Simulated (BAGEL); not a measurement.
**B2NH2OF (SMILES OB1NB1F): a chain of runs**

Aim: the energy (HF/def2-SVP), then the energy (NEVPT2(2,2)/def2-SVP), then the energy (CASPT2(2,2)/def2-SVP) of B2NH2OF. 

The results are computed with BAGEL 1.2.2.

1 further run of the same task is left out (set aside as unsound or not needed).

### 1 The system as given

B2NH2OF: 7 atoms, total charge 0, spin state singlet. SMILES: `OB1NB1F`. The N3–H7 distance was set to 1.366 Å, away from the relaxed value.

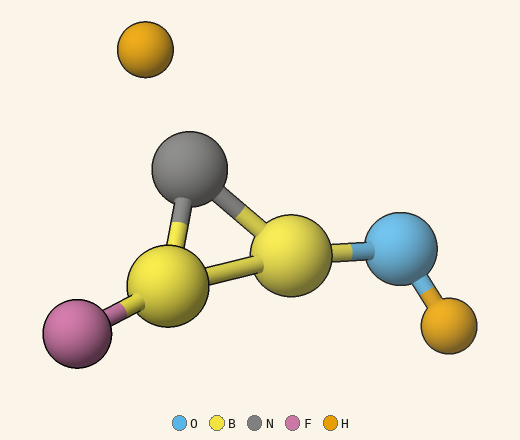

The structure, seen from a chosen angle (oxygen blue, boron yellow, nitrogen grey, fluorine pink, hydrogen amber).

### 2 A single-point energy at HF/def2-SVP (density fitting with svp-jkfit) (run 1)

Input file input.json:

```json
{ "bagel": [

{
  "title": "molecule",
  "basis": "svp",
  "df_basis": "svp-jkfit",
  "angstrom": false,
  "geometry": [
    { "atom": "O", "xyz": [ -2.70693819,  0.91683842,  2.32796306 ] },
    { "atom": "B", "xyz": [ -1.01053105,  0.86732760,  0.43086701 ] },
    { "atom": "N", "xyz": [  0.90036001, -0.86819687, -0.32313372 ] },
    { "atom": "B", "xyz": [  0.81494439,  1.22543070, -1.94697538 ] },
    { "atom": "F", "xyz": [  2.06783281,  1.95184142, -3.97125000 ] },
    { "atom": "H", "xyz": [ -3.75138982,  2.39800576,  2.30018409 ] },
    { "atom": "H", "xyz": [  2.03561298, -3.11880400,  0.23224734 ] }
  ]
},
{
  "title": "hf"
},
{
  "title": "print",
  "file": "orbitals.molden",
  "orbitals": true
}

]}
```

Run with:

```console
$ BAGEL_NUM_THREADS=1 BAGEL input.json > input.out
```

The log of the run:

```text
* using 1 threads per process

  ===============================================================
  ===============================================================

  *** Geometry ***

  { "atom" : "O", "xyz" : [     -2.706938,      0.916838,      2.327963 ] },
  { "atom" : "B", "xyz" : [     -1.010531,      0.867328,      0.430867 ] },
  { "atom" : "N", "xyz" : [      0.900360,     -0.868197,     -0.323134 ] },
  { "atom" : "B", "xyz" : [      0.814944,      1.225431,     -1.946975 ] },
  { "atom" : "F", "xyz" : [      2.067833,      1.951841,     -3.971250 ] },
  { "atom" : "H", "xyz" : [     -3.751390,      2.398006,      2.300184 ] },
  { "atom" : "H", "xyz" : [      2.035613,     -3.118804,      0.232247 ] },

  Number of auxiliary basis functions:      417

  Since a DF basis is specified, we compute 2- and 3-index integrals:
    o Being stored without compression. Storage requirement is 0.021 GB

  Number of basis functions:       80
  Number of electrons      :       36

    * METHOD: MOLECULE                             0.13

  *** RHF ***

  === Nuclear Repulsion ===
   133.7603647185

      * DIIS with orbital gradients will be used.

  === RHF iteration (svp) ===
      0       -278.83003208          0.02413520           0.03
      1       -279.03410263          0.01546158           0.03
      2       -279.12300421          0.00193877           0.03
      3       -279.12549848          0.00066072           0.03
      4       -279.12574239          0.00015384           0.04
      5       -279.12575776          0.00007021           0.04
      6       -279.12576037          0.00001868           0.04
      7       -279.12576065          0.00000350           0.04
      8       -279.12576066          0.00000176           0.04
      9       -279.12576066          0.00000049           0.04
     10       -279.12576066          0.00000017           0.04
     11       -279.12576066          0.00000007           0.04
     12       -279.12576066          0.00000004           0.04
     13       -279.12576066          0.00000001           0.04
     14       -279.12576066          0.00000000           0.04
    * SCF iteration converged.

    * Permanent dipole moment:
           (    0.243747,     0.130174,    -0.383556) a.u.

    * METHOD: HF                                   0.67

    * METHOD: PRINT                                0.01

  ===============================================================
```

It took 0.94 s on 1 thread of Arm Neoverse V2, shared host; peak memory 0.15 GiB.

### 3 The energy at NEVPT2(2,2)/def2-SVP (density fitting with svp-jkfit) (run 2)

Input file nevpt2.json:

```json
{ "bagel" : [

{
  "title" : "molecule",
  "basis" : "svp",
  "df_basis" : "svp-jkfit",
  "angstrom" : false,
  "geometry" : [
    { "atom" : "O", "xyz" : [    -2.70693819,     0.91683842,     2.32796306 ] },
    { "atom" : "B", "xyz" : [    -1.01053105,     0.86732760,     0.43086701 ] },
    { "atom" : "N", "xyz" : [     0.90036001,    -0.86819687,    -0.32313372 ] },
    { "atom" : "B", "xyz" : [     0.81494439,     1.22543070,    -1.94697538 ] },
    { "atom" : "F", "xyz" : [     2.06783281,     1.95184142,    -3.97125000 ] },
    { "atom" : "H", "xyz" : [    -3.75138982,     2.39800576,     2.30018409 ] },
    { "atom" : "H", "xyz" : [     2.03561298,    -3.11880400,     0.23224734 ] }
  ]
},

{ "title" : "hf" },

{ "title" : "casscf", "nstate" : 1, "nact" : 2, "nclosed" : 17, "nspin" : 0, "active" : [11, 19], "maxiter" : 200, "natocc" : true },

{
  "title" : "nevpt2",
  "nstate" : 1,
  "nact" : 2,
  "nclosed" : 17,
  "nspin" : 0,
  "active" : [11, 19],
  "maxiter" : 200,
  "natocc" : true,
  "ncore" : 5
},

{ "title" : "print", "file" : "orbitals.molden", "orbitals" : true }

]}
```

Run with:

```console
$ BAGEL_NUM_THREADS=1 BAGEL nevpt2.json > nevpt2.out
```

The log of the run:

```text
* using 1 threads per process

  ===============================================================
  ===============================================================

  *** Geometry ***

  { "atom" : "O", "xyz" : [     -2.706938,      0.916838,      2.327963 ] },
  { "atom" : "B", "xyz" : [     -1.010531,      0.867328,      0.430867 ] },
  { "atom" : "N", "xyz" : [      0.900360,     -0.868197,     -0.323134 ] },
  { "atom" : "B", "xyz" : [      0.814944,      1.225431,     -1.946975 ] },
  { "atom" : "F", "xyz" : [      2.067833,      1.951841,     -3.971250 ] },
  { "atom" : "H", "xyz" : [     -3.751390,      2.398006,      2.300184 ] },
  { "atom" : "H", "xyz" : [      2.035613,     -3.118804,      0.232247 ] },

  Number of auxiliary basis functions:      417

[... 21 lines left out ...]
    * SCF iteration converged.
[... 1 line left out ...]
    * Permanent dipole moment:
[... 27 lines left out ...]
    * Second-order optimization converged. *
[... 1 line left out ...]
     guess   0:   closed 1.                   open ..

  === FCI iteration ===

      0  0      -279.12485607     9.08e-02      0.00
      1  0      -279.15414217     5.73e-03      0.00
      2  0 *    -279.15432318     8.16e-16      0.00

     * ci vector, state   0, <S^2> = 0.0000
       2.     0.9870687385
       .2    -0.1602975532

    * METHOD: CASSCF                               2.92

    * freezing 5 orbitals

  === DF-NEVPT2 calculation ===

    * 3-index integral transformation done
    * assembly done

      NEVPT2 correlation energy:   -0.6719129717      0.15

          (+0)     -0.5936575443
          (+0)'    -0.0254016003
          (+1)     -0.0118775551
          (+1)'    -0.0000000000
          (+2)     -0.0004347489
          (-1)     -0.0345740193
          (-1)'     0.0000000000
          (-2)     -0.0059675038

      NEVPT2 total energy:       -279.8262361499

    * METHOD: NEVPT2                               0.24

    * METHOD: PRINT                                0.01

  ===============================================================
```

Run time: 4.2 s. Hardware: 1 thread of Arm Neoverse V2, shared host; peak memory 0.15 GiB.

### 4 The energy at CASPT2(2,2)/def2-SVP (density fitting with svp-jkfit) (run 3)

Input file calc.json:

```json
{ "bagel" : [

{
  "title" : "molecule",
  "basis" : "svp",
  "df_basis" : "svp-jkfit",
  "angstrom" : "false",
  "geometry" : [
    { "atom" : "O", "xyz" : [    -2.70693819,     0.91683842,     2.32796306 ] },
    { "atom" : "B", "xyz" : [    -1.01053105,     0.86732760,     0.43086701 ] },
    { "atom" : "N", "xyz" : [     0.90036001,    -0.86819687,    -0.32313372 ] },
    { "atom" : "B", "xyz" : [     0.81494439,     1.22543070,    -1.94697538 ] },
    { "atom" : "F", "xyz" : [     2.06783281,     1.95184142,    -3.97125000 ] },
    { "atom" : "H", "xyz" : [    -3.75138982,     2.39800576,     2.30018409 ] },
    { "atom" : "H", "xyz" : [     2.03561298,    -3.11880400,     0.23224734 ] }
  ]
},

{ "title" : "hf" },

{ "title" : "casscf", "nstate" : 1, "nact" : 2, "nclosed" : 17, "nspin" : 0, "active" : [11, 19], "maxiter" : 200, "natocc" : "true" },

{ "title" : "print", "file" : "orbitals.molden", "orbitals" : "true" },

{ "title" : "smith", "method" : "caspt2", "ms" : "true", "xms" : "true", "sssr" : "true", "shift" : 0.2, "shift_imag" : "true", "ncore" : 5 }

]}
```

Run with:

```console
$ BAGEL_NUM_THREADS=1 BAGEL calc.json > calc.out
```

The log of the run:

```text
* using 1 threads per process

  ===============================================================
  ===============================================================

  *** Geometry ***

  { "atom" : "O", "xyz" : [     -2.706938,      0.916838,      2.327963 ] },
  { "atom" : "B", "xyz" : [     -1.010531,      0.867328,      0.430867 ] },
  { "atom" : "N", "xyz" : [      0.900360,     -0.868197,     -0.323134 ] },
  { "atom" : "B", "xyz" : [      0.814944,      1.225431,     -1.946975 ] },
  { "atom" : "F", "xyz" : [      2.067833,      1.951841,     -3.971250 ] },
  { "atom" : "H", "xyz" : [     -3.751390,      2.398006,      2.300184 ] },
  { "atom" : "H", "xyz" : [      2.035613,     -3.118804,      0.232247 ] },

  Number of auxiliary basis functions:      417

[... 21 lines left out ...]
    * SCF iteration converged.
[... 1 line left out ...]
    * Permanent dipole moment:
[... 27 lines left out ...]
    * Second-order optimization converged. *
[... 9 lines left out ...]
     * ci vector, state   0, <S^2> = 0.0000
[... 16 lines left out ...]
    * Zeroth order energy : state  0       -1.1571481711
[... 4 lines left out ...]
       #      aibj      arbs      arbi      airj      risj      airs      arst      rist         Etot      error   time
[... 10 lines left out ...]
      ------------------------------------------------------------------------------------------------------------------

    * CASPT2 energy : state  0     -279.8286265911
        w/o shift correction       -279.8259213422
        reference weight              0.8389966992

    * METHOD: SMITH                                0.76

  ===============================================================
```

It took 4.8 s on 1 thread of Arm Neoverse V2, shared host; peak memory 0.2 GiB.

### 5 Results

| quantity | value |
| --- | --- |
| run 1, HF/def2-SVP: total energy | -279.12576 Eh |
| run 1, HF/def2-SVP: dipole moment | 1.20 D |
| run 1, HF/def2-SVP: HOMO energy | -10.20 eV |
| run 1, HF/def2-SVP: LUMO energy | 3.12 eV |
| run 1, HF/def2-SVP: HOMO–LUMO gap | 13.32 eV |
| run 2, NEVPT2(2,2)/def2-SVP: total energy | -279.82624 Eh |
| run 3, CASPT2(2,2)/def2-SVP: total energy | -279.82863 Eh |
